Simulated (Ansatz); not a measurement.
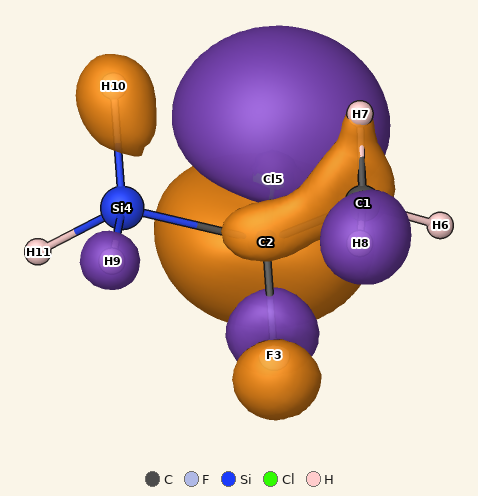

Figure. C$_{2}$H$_{6}$ClFSi (SMILES CC(F)([SiH3])Cl). The HOMO−1 at ±0.08 Å⁻³ᐟ² (orange and purple are the two phases), seen from one side.

Geometry: PBE0-D4/def2-TZVP.

Level of theory: RKS PBE0-D4/def2-TZVPP in Ansatz 0.2.0.

The calculation's input:

```
crystal:
  periodic: [false, false, false]
  atoms:
    - {symbol: C, position_ang: [-0.526106, 0.249639, 1.314559]}
    - {symbol: C, position_ang: [0.248666, 0.573083, 0.066252]}
    - {symbol: F, position_ang: [1.529241, 0.934825, 0.424829]}
    - {symbol: Si, position_ang: [0.346875, -0.817971, -1.243871]}
    - {symbol: Cl, position_ang: [-0.496366, 1.992393, -0.751208]}
    - {symbol: H, position_ang: [-0.534008, 1.113158, 1.982648]}
    - {symbol: H, position_ang: [-1.554126, -0.017027, 1.068104]}
    - {symbol: H, position_ang: [-0.052666, -0.592019, 1.825813]}
    - {symbol: H, position_ang: [0.995939, -1.999856, -0.618392]}
    - {symbol: H, position_ang: [-1.035819, -1.161411, -1.655591]}
    - {symbol: H, position_ang: [1.143869, -0.331915, -2.392546]}
basis:
  gaussian: {orbitals: def2-TZVPP}
hamiltonian: {xc: pbe0, dispersion: d4}
output: {orbitals: {seedname: orbitals}}
```

Run with:

```sh
ansatz run in.yaml --threads 4 --pin off --events-out ev --progress --plain --max-ram 10444MiB
```

Q: Where does this orbital lie, and at what energy?

A: By Hirshfeld shares it lies mainly on Cl5 (about 85 %); largely a lone pair of Cl5. Its energy is −9.06 eV.
